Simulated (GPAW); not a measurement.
# STM contrast on a 8-layer slab of W(100)

Wanted: filled- and empty-state images of a 8-layer slab of W(100), with its work function.

Main program and level: GPAW 26.7.0; GPAW, PAW setups; slab in vacuum, relaxation, in the first sound run; inputs show where later runs differ.

**1. The structure**

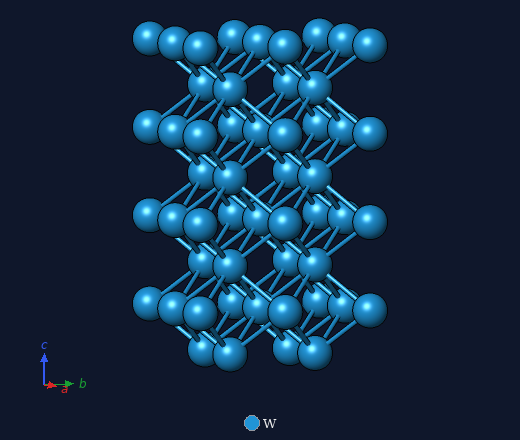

The starting structure, seen from the side, with the c axis up (tungsten blue). 2×2×1 cells are drawn. Some periodic images of atoms are drawn too.

The cell holds 8 atoms: 8 W. Its edges and angles: a = 3.160 Å, b = 3.160 Å, c = 29.060 Å, α = 90.0°, β = 90.0°, γ = 90.0°. Vacuum lies along c.

**2. Relaxation**

The atoms are relaxed first, since the surface dipole, and with it the work function, follows the positions of the outer layers. The lowest 4 atoms are held at bulk positions and keep their forces.

run.py

```python
import json
import numpy as np
from ase import Atoms
from ase.constraints import FixAtoms
from ase.optimize import BFGS
from gpaw import GPAW, PW

slab = Atoms(
    ['W', 'W', 'W', 'W', 'W', 'W', 'W', 'W'],
    positions=[
        [1.58000, 1.58000, 9.00000],
        [0.00000, 0.00000, 10.58000],
        [1.58000, 1.58000, 12.16000],
        [0.00000, 0.00000, 13.74000],
        [1.58000, 1.58000, 15.32000],
        [0.00000, 0.00000, 16.90000],
        [1.58000, 1.58000, 18.48000],
        [0.00000, 0.00000, 20.06000]],
    cell=[[3.16, 0.0, 0.0], [0.0, 3.16, 0.0], [0.0, 0.0, 29.06]],
    pbc=[True, True, False])

slab.calc = GPAW(mode=PW(400), xc='PBE', kpts={'size': (10, 10, 1), 'gamma': True},
                 occupations={'name': 'fermi-dirac', 'width': 0.1}, nbands='160%',
                 convergence={'density': 1e-05}, maxiter=200,
                 poissonsolver={'dipolelayer': 'xy'},
                 symmetry={'tolerance': 1e-3, 'extra_ids': [1, 1, 1, 1, 0, 0, 0, 0]}, txt='slab.txt')
result = {}
slab.set_constraint(FixAtoms([0, 1, 2, 3]))
path = []
opt = BFGS(slab, maxstep=0.2)
opt.attach(lambda: path.append((slab.get_potential_energy(), slab.positions.tolist(), slab.get_forces().tolist())))
result['relaxed'] = bool(opt.run(fmax=0.03, steps=40))
result['path'] = path
energy = slab.get_potential_energy()
fermi = slab.calc.get_fermi_level()
v = slab.calc.get_electrostatic_potential().mean((0, 1)) - fermi
n = slab.calc.get_pseudo_density().mean((0, 1))
L = slab.cell[2, 2]
z = np.arange(len(v)) * L / len(v)
low, high = slab.positions[:, 2].min(), slab.positions[:, 2].max()
below, above = np.interp([low - 6.8, high + 6.8], z, v)
slopes = [np.interp(x, z, np.gradient(v, z)) for x in (low - 6.8, high + 6.8)]
eps = np.array([[slab.calc.get_eigenvalues(k, s) for k in range(len(slab.calc.get_ibz_k_points()))]
                for s in range(slab.calc.get_number_of_spins())]) - fermi
top, bottom = eps[eps < 0].max(), eps[eps > 0].min()
dipole = slab.get_dipole_moment()[2]
print(f'energy {energy:.4f} eV, Fermi level {fermi:.4f} eV, dipole {dipole:.5f} e A')
print(f'potential 6.8 A off the faces, from the Fermi level: lower {below:.4f} eV, upper {above:.4f} eV')
print(f'slope of the potential there: lower {slopes[0]:.5f}, upper {slopes[1]:.5f} eV/A')
print(f'nearest levels on the mesh: {top:.4f} and {bottom:.4f} eV')
print('magnetic moment', round(slab.get_magnetic_moment(), 3))
result.update(energy=energy, fermi=fermi, dipole=dipole, below=below, above=above, slopes=slopes, edges=[top, bottom],
              z=z.tolist(), v=v.tolist(), n=n.tolist(), positions=slab.positions.tolist(),
              forces=slab.get_forces(apply_constraint=False).tolist(), moments=slab.get_magnetic_moments().tolist())
json.dump(result, open('result.json', 'w'))
```

The run is started by

```console
OMP_NUM_THREADS=1 OPENBLAS_NUM_THREADS=1 python run.py
```

Output:

```text
Step          Energy          fmax
BFGS:    0      -87.346985        1.662287
BFGS:    1      -87.404384        1.181268
BFGS:    2      -87.465648        0.374472
BFGS:    3      -87.469798        0.238187
BFGS:    4      -87.471306        0.149525
BFGS:    5      -87.472704        0.035593
BFGS:    6      -87.472742        0.020599
energy -87.3545 eV, Fermi level 4.0674 eV, dipole 0.00479 e A
potential 6.8 A off the faces, from the Fermi level: lower 4.2040 eV, upper 4.1190 eV
slope of the potential there: lower -0.00005, upper 0.00007 eV/A
nearest levels on the mesh: -0.0077 and 0.0163 eV
magnetic moment 0.0
```

Run time: 26 min. Hardware: 1 thread of Intel Xeon Platinum 8488C (Sapphire Rapids), shared host; peak memory 0.39 GiB.

Relaxation path:

```csv
step,energy less that of the first step (eV),largest force (eV/Å)
1,0.0000,1.6623
2,-0.0588,1.1813
3,-0.1229,0.3745
4,-0.1269,0.2382
5,-0.1286,0.1495
6,-0.1303,0.0356
7,-0.1303,0.0206
```

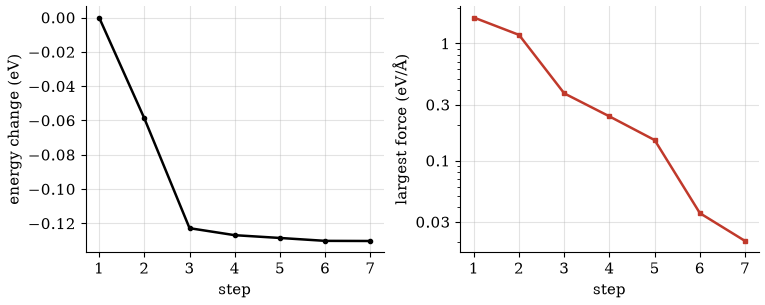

Energy and largest force along the relaxation.

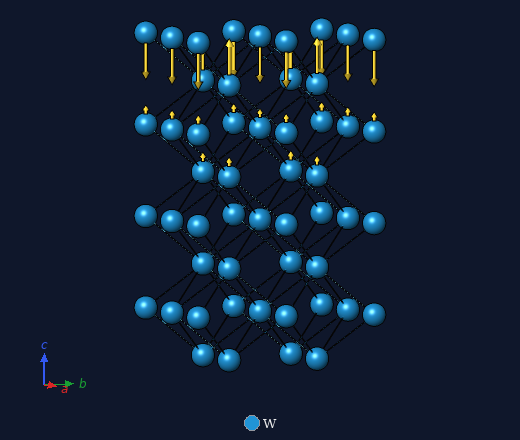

Displacements in the relaxation, exaggerated; the longest in the cell stands for 0.08 Å. 2×2×1 cells are drawn. Some periodic images of atoms are drawn too.

The atoms that moved most (Å):

```csv
atom,dx,dy,dz,length
W8,0.000,0.000,-0.078,0.078
W7,0.000,0.000,0.077,0.077
W5,0.000,0.000,0.022,0.022
W6,0.000,0.000,0.021,0.021
```

The relaxed structure:

```cif
data_structure
_symmetry_space_group_name_H-M 'P 1'
_symmetry_Int_Tables_number 1
_cell_length_a 3.1600
_cell_length_b 3.1600
_cell_length_c 29.0600
_cell_angle_alpha 90.000
_cell_angle_beta 90.000
_cell_angle_gamma 90.000
_cell_volume 290.18
loop_
_atom_site_label
_atom_site_type_symbol
_atom_site_fract_x
_atom_site_fract_y
_atom_site_fract_z
_atom_site_occupancy
W1 W 0.50000 0.50000 0.30970 1
W2 W 0.00000 0.00000 0.36407 1
W3 W 0.50000 0.50000 0.41844 1
W4 W 0.00000 0.00000 0.47281 1
W5 W 0.50000 0.50000 0.52793 1
W6 W 0.00000 0.00000 0.58227 1
W7 W 0.50000 0.50000 0.63859 1
W8 W 0.00000 0.00000 0.68763 1
```

Numbers from this step:

```
dipole along the normal                    : 0.004789 e·Å
levels nearest the Fermi level on the mesh : -0.007730, 0.01625 eV from the Fermi level
upper work function                        : 4.119 eV
lower work function                        : 4.204 eV
```

The electrostatic potential energy of an electron (without an applied field's), less the Fermi level, planar mean oscillates, so the rows of the table below give means over windows of 1.61 Å about each position, cut where the curve ends. Its maxima inside the range that stand out by 2 % of the span (Å: eV): 9.8: -8.51, 11.4: -9.13, 12.9: -9.04, 14.5: -8.63, 16.1: -8.97, 17.8: -8.18, 19.3: -11.4. Its minima: 9.0: -19.9, 10.5: -20.6, 12.2: -20.7, 13.8: -20.5, 15.4: -20.5, 16.9: -20.5, 18.6: -20.7, 19.9: -20.2.

Electrostatic potential energy of an electron (without an applied field's), less the Fermi level, planar mean against z; means over each step:

```csv
z (Å),"electrostatic potential energy of an electron (without an applied field's), less the Fermi level, planar mean (eV)"
0.81,4.20
2.42,4.20
4.02,4.20
5.63,4.16
7.24,2.76
8.85,-12.5
10.46,-14.4
12.07,-14.5
13.68,-14.4
15.29,-14.4
16.90,-14.3
18.51,-14.8
20.12,-12.9
21.73,2.70
23.34,4.08
24.95,4.12
26.56,4.12
28.17,4.12
```

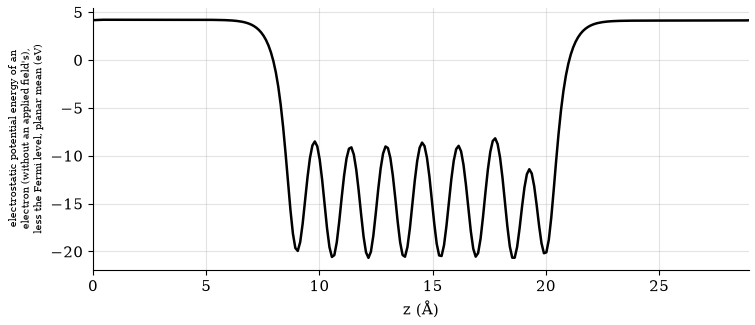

Electrostatic potential energy of an electron (without an applied field's), less the Fermi level, planar mean against z.

The pseudo valence density, planar mean oscillates, so the rows of the table below give means over windows of 1.51 Å about each position, cut where the curve ends. Its maxima inside the range that stand out by 2 % of the span (Å: e/Å³): 9.0: 1.34, 10.5: 1.36, 12.1: 1.32, 13.8: 1.36, 15.3: 1.35, 17.0: 1.33, 18.5: 1.37, 20.0: 1.36. Its minima: 9.7: 0.546, 11.4: 0.522, 12.9: 0.522, 14.6: 0.521, 16.1: 0.521, 17.7: 0.493, 19.4: 0.659.

The pseudo valence density, planar mean by z; means over each step:

```csv
z (Å),"pseudo valence density, planar mean (e/Å³)"
3.78,1.7e-5
5.29,5.0e-4
6.80,0.0138
8.31,0.506
9.82,0.865
11.33,0.866
12.84,0.871
14.35,0.860
15.86,0.880
17.37,0.859
18.88,0.960
20.39,0.719
21.90,0.0262
23.41,9.4e-4
24.92,3.4e-5
```

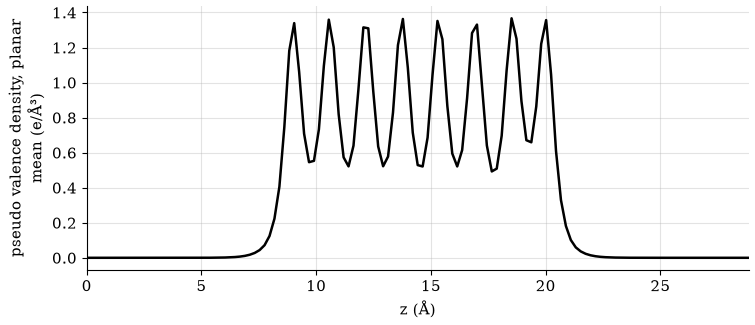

Pseudo valence density, planar mean against z.

The relaxation lowered the energy of the cell by 0.130 eV (energies extrapolated to zero smearing; the optimiser's log prints free energies). The largest force left on a free atom is 0.021 eV/Å.

**3. The slab's potential**

The work function is the vacuum plateau of the electrostatic potential less the Fermi level; a dipole layer lets the two faces have plateaus of their own.

This step: GPAW, PAW setups; slab in vacuum (GPAW 26.7.0).

Changes to run.py since step 2:

```diff
@@ -3,4 +3,3 @@
 from ase import Atoms
-from ase.constraints import FixAtoms
-from ase.optimize import BFGS
+from ase.dft.stm import STM
 from gpaw import GPAW, PW
@@ -14,6 +13,6 @@
         [0.00000, 0.00000, 13.74000],
-        [1.58000, 1.58000, 15.32000],
-        [0.00000, 0.00000, 16.90000],
-        [1.58000, 1.58000, 18.48000],
-        [0.00000, 0.00000, 20.06000]],
+        [1.58000, 1.58000, 15.34159],
+        [0.00000, -0.00000, 16.92062],
+        [1.58000, 1.58000, 18.55744],
+        [0.00000, 0.00000, 19.98248]],
     cell=[[3.16, 0.0, 0.0], [0.0, 3.16, 0.0], [0.0, 0.0, 29.06]],
@@ -25,10 +24,4 @@
                  poissonsolver={'dipolelayer': 'xy'},
-                 symmetry={'tolerance': 1e-3, 'extra_ids': [1, 1, 1, 1, 0, 0, 0, 0]}, txt='slab.txt')
+                 symmetry={'tolerance': 1e-3}, txt='slab.txt')
 result = {}
-slab.set_constraint(FixAtoms([0, 1, 2, 3]))
-path = []
-opt = BFGS(slab, maxstep=0.2)
-opt.attach(lambda: path.append((slab.get_potential_energy(), slab.positions.tolist(), slab.get_forces().tolist())))
-result['relaxed'] = bool(opt.run(fmax=0.03, steps=40))
-result['path'] = path
 energy = slab.get_potential_energy()
@@ -54,2 +47,16 @@
               forces=slab.get_forces(apply_constraint=False).tolist(), moments=slab.get_magnetic_moments().tolist())
+
+# Images need the states of the whole zone, up to time reversal
+slab.calc = slab.calc.fixed_density(symmetry={'point_group': False}, txt='states.txt',
+                                    convergence={'bands': 'CBM+1.8'})
+stm = STM(slab)
+result['stm'] = []
+for bias in [-2.0, -1.0, 1.5]:
+    height = high + 3.5
+    current = stm.get_averaged_current(bias, height)
+    x, y, h = stm.scan(bias, current)
+    i, f = divmod(height / L * stm.ldos.shape[2], 1)
+    I = abs((1 - f) * stm.ldos[:, :, int(i)] + f * stm.ldos[:, :, int(i) + 1])
+    print(f'bias {bias} V: mean current at 3.5 A {current:.4e}, corrugation {np.ptp(h):.4f} A')
+    result['stm'].append(dict(bias=bias, current=current, h=(h - high).tolist(), I=I.tolist()))
 json.dump(result, open('result.json', 'w'))
```

Output:

```text
energy -87.3545 eV, Fermi level 4.0673 eV, dipole 0.00491 e A
potential 6.8 A off the faces, from the Fermi level: lower 4.2042 eV, upper 4.1195 eV
slope of the potential there: lower -0.00006, upper 0.00008 eV/A
nearest levels on the mesh: -0.0077 and 0.0162 eV
magnetic moment 0.0
bias -2.0 V: mean current at 3.5 A 2.0930e-04, corrugation 0.0177 A
bias -1.0 V: mean current at 3.5 A 1.7315e-04, corrugation 0.0301 A
bias 1.5 V: mean current at 3.5 A 6.5721e-04, corrugation 0.1943 A
```

The job ended after 10 min (1 thread; peak memory 0.91 GiB).

Numbers from this step:

* dipole along the normal: 0.004912 e·Å
* levels nearest the Fermi level on the mesh: -0.007718, 0.01621 eV from the Fermi level
* upper work function: 4.120 eV
* corrugation -2: 0.01772 Å
* corrugation -1: 0.03008 Å
* corrugation 1.5: 0.1943 Å

The electrostatic potential energy of an electron (without an applied field's), less the Fermi level, planar mean oscillates, so the rows of the table below give means over windows of 1.61 Å about each position, cut where the curve ends. Its maxima inside the range that stand out by 2 % of the span (Å: eV): 9.8: -8.51, 11.4: -9.13, 12.9: -9.04, 14.5: -8.63, 16.1: -8.97, 17.8: -8.18, 19.3: -11.4. Its minima: 9.0: -19.9, 10.5: -20.6, 12.2: -20.7, 13.8: -20.5, 15.4: -20.5, 16.9: -20.5, 18.6: -20.7, 19.9: -20.2.

Table of electrostatic potential energy of an electron (without an applied field's), less the Fermi level, planar mean by z; means over each step:

(Unchanged from step 2.)

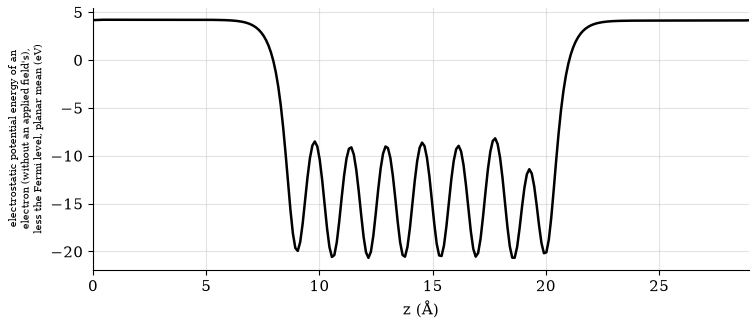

Electrostatic potential energy of an electron (without an applied field's), less the Fermi level, planar mean, plotted against z.

The pseudo valence density, planar mean oscillates, so the rows of the table below give means over windows of 1.51 Å about each position, cut where the curve ends. Its maxima inside the range that stand out by 2 % of the span (Å: e/Å³): 9.0: 1.34, 10.5: 1.36, 12.1: 1.32, 13.8: 1.36, 15.3: 1.35, 17.0: 1.33, 18.5: 1.37, 20.0: 1.36. Its minima: 9.7: 0.546, 11.4: 0.522, 12.9: 0.522, 14.6: 0.521, 16.1: 0.521, 17.7: 0.493, 19.4: 0.659.

Table of pseudo valence density, planar mean by z; means over each step:

```csv
z (Å),"pseudo valence density, planar mean (e/Å³)"
3.78,1.7e-5
5.29,5.0e-4
6.80,0.0138
8.31,0.506
9.82,0.865
11.33,0.866
12.84,0.871
14.35,0.860
15.86,0.880
17.37,0.859
18.88,0.960
20.39,0.719
21.90,0.0262
23.41,9.4e-4
24.92,3.4e-5
```

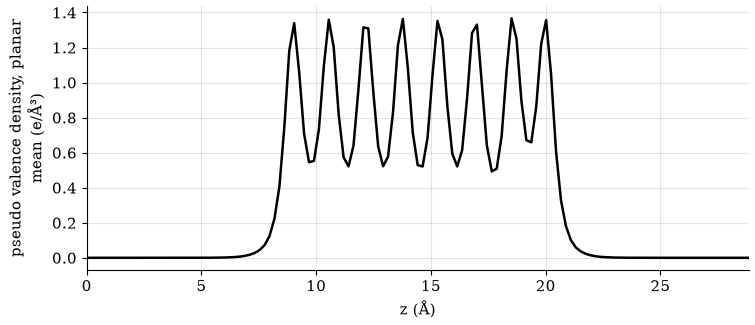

Pseudo valence density, planar mean, plotted against z.

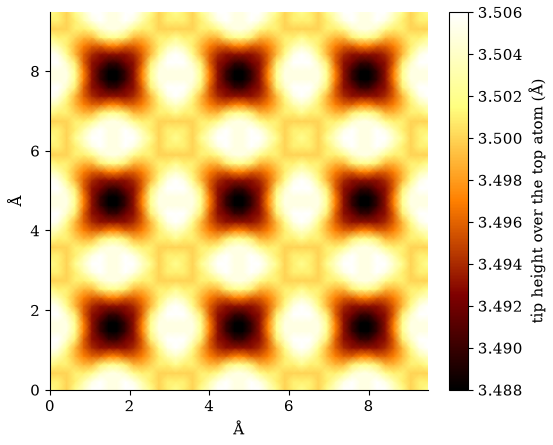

Tip height over the top atom over a1 and a2. Sample bias -2 V, constant current at the mean current 3.5 Å over the top atom. The cell is repeated, with its origin at the lower left corner.

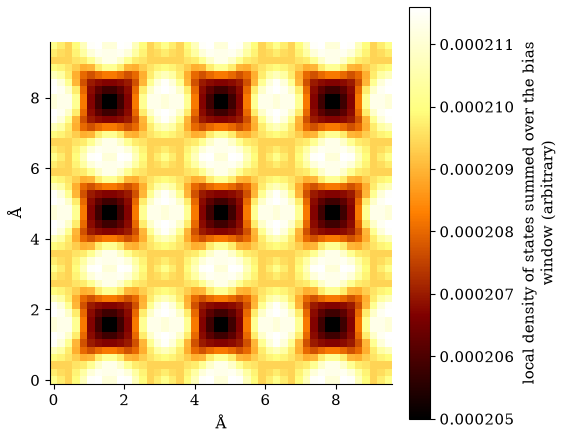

Local density of states summed over the bias window over a1 and a2. Sample bias -2 V, constant height 3.5 Å over the top atom. The cell is repeated, with its origin at the lower left corner.

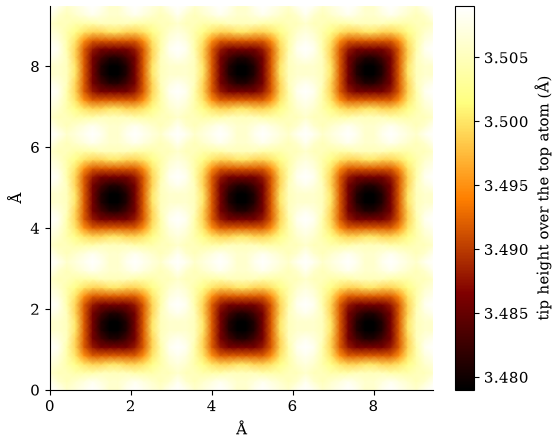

Tip height over the top atom over a1 and a2. Sample bias -1 V, constant current at the mean current 3.5 Å over the top atom. The cell is repeated, with its origin at the lower left corner.

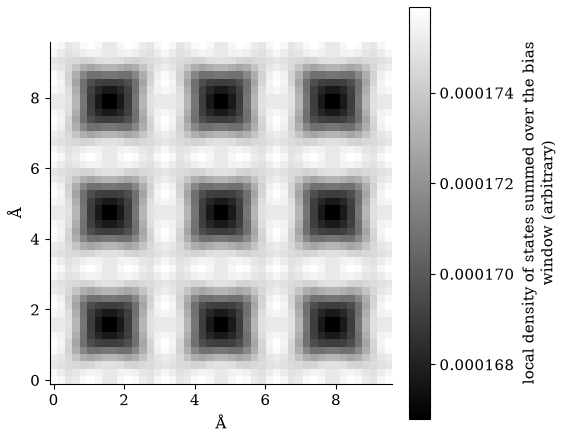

Local density of states summed over the bias window over a1 and a2. Sample bias -1 V, constant height 3.5 Å over the top atom. The cell is repeated, with its origin at the lower left corner.

[end of part 1 of 2]

[Logs are printed without paths, hosts, clocks, repeated set-up lines and the standing remarks that a program may print on its own settings, such as how far it seeks lower states.]

[Hosts, paths, dates, database ids (printed as entryN), source tags and the programs' standing remarks are cut or masked in the printed files.]
